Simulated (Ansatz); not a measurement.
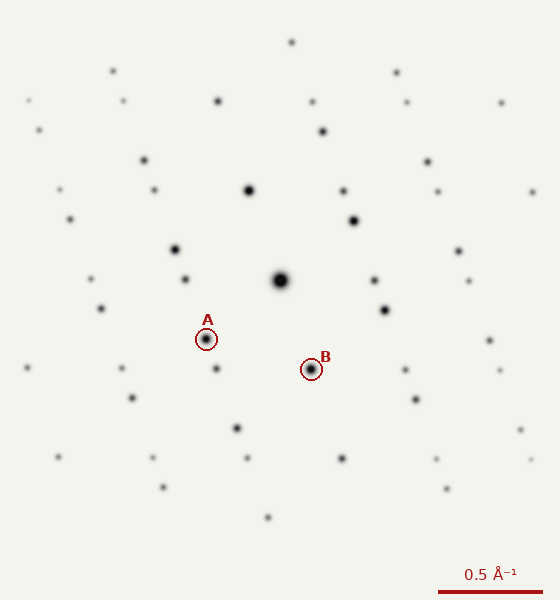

Computed electron diffraction pattern, 300 kV, single scattering only, B = 1 Å². Two individuals of a reflection twin are superposed (a geometric construction: whether this twin forms is not tested; the second individual is smaller and so fainter). Crystal: Rh, space group Fm-3m (No. 225), a = 3.80 Å, zone axis [110]. Structure: the input geometry of an electronic-structure calculation (not necessarily at equilibrium).

In the first individual spot A is -1 1 -1 and spot B is -1 1 1.

> Find the twin plane.

(1-1-1). The spot positions of the combined pattern are mirror-symmetric about the row through 1 -1 -1 (d = 2.194 Å), which both individuals share, while a single individual has only symmetry 2mm without that mirror line. Friedel's law adds the mirror line at right angles, so a twin on (1-12) would give the same picture; the more widely spaced plane was used.

> Which other reflections coincide?

Off the common row, 2 -2 4 and their kin fall on spots of the second individual; about 18 % of the first individual's visible spots are shared.
